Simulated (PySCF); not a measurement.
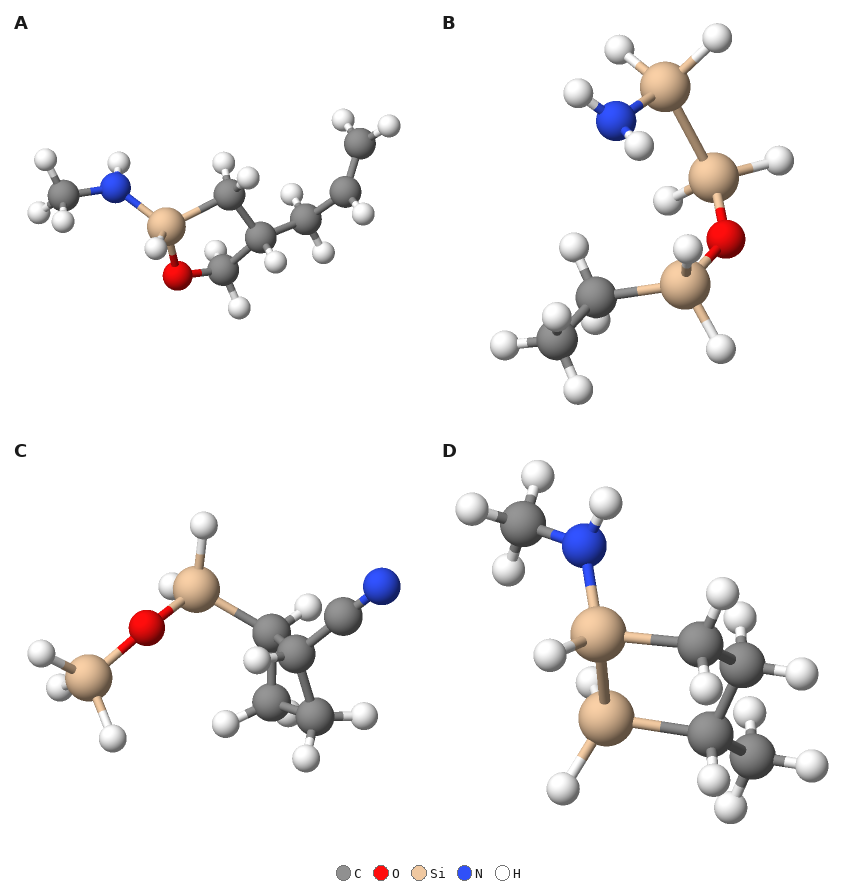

Figure made from data computed with PySCF.

```xyz
25
charge 0, multiplicity 1
C    -3.7834    0.3464    1.5235
C    -3.1091   -0.5189    0.7652
C    -1.8225   -1.1817    1.1387
C    -0.6743   -0.8490    0.1863
C     0.5988   -1.6463    0.5075
O     1.6880   -1.0887   -0.1859
Si    1.4928    0.5632   -0.4957
N     2.5456    1.6488    0.3162
C     3.8441    2.0773   -0.1449
C    -0.2693    0.6310    0.1630
H    -4.7184    0.7991    1.1834
H    -3.4250    0.6317    2.5183
H    -3.5050   -0.7720   -0.2276
H    -1.9683   -2.2783    1.1420
H    -1.5392   -0.8974    2.1671
H    -0.9800   -1.1330   -0.8384
H     0.4872   -2.7056    0.2206
H     0.7829   -1.6240    1.6019
H     1.7342    0.7817   -1.9492
H     2.3871    1.8133    1.3044
H     3.9256    1.9084   -1.2299
H     4.6827    1.5346    0.3300
H     4.0045    3.1562    0.0242
H    -0.2533    1.0389    1.1915
H    -0.9688    1.2588   -0.4075
```

Question: Which panel shows the molecule in this file?

Answer: A. The file holds C7H15NOSi, `C=CC[C@@H]1CO[Si@H](NC)C1`.
